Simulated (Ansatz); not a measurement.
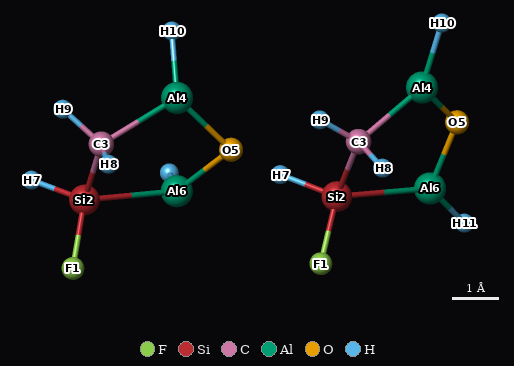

Two geometries of CH$_{5}$Al$_{2}$FOSi, drawn at one scale. One is the start of a relaxation, the other its converged end. A ball-and-stick model, seen from a free direction.

Method: RKS BHLYP-D4/def2-SVP (Ansatz 0.2.0). (no spin polarisation; force threshold 0.02 eV/Å; at most 50 steps)

Which one is relaxed?

Answer. The right one is the relaxed one. The run prepares an end point of a later path (hydrogen shift) calculation, from a guessed geometry. Over 13 geometry steps the energy falls by 37.5 kcal/mol. Largest force component: 3.2 eV/Å at the start, 0.014 eV/Å at the end. H11 moves most after the best rigid fit: 1.39 Å. Largest moves by element: H 1.39 Å, O 1.08 Å, Al 0.39 Å, F 0.25 Å, Si 0.14 Å, C 0.08 Å. Some distances before and after: Al4–O5 1.882 → 1.710 Å, O5–Al6 1.828 → 1.713 Å, Si2–Al6 2.362 → 2.461 Å, C3–Al4 2.033 → 1.962 Å. Among the angles between lasting bonds that change: Si2–Al6–H11 114.9° → 140.1°, Al4–O5–Al6 99.7° → 122.0°, Al4–C3–H9 106.0° → 116.9°.
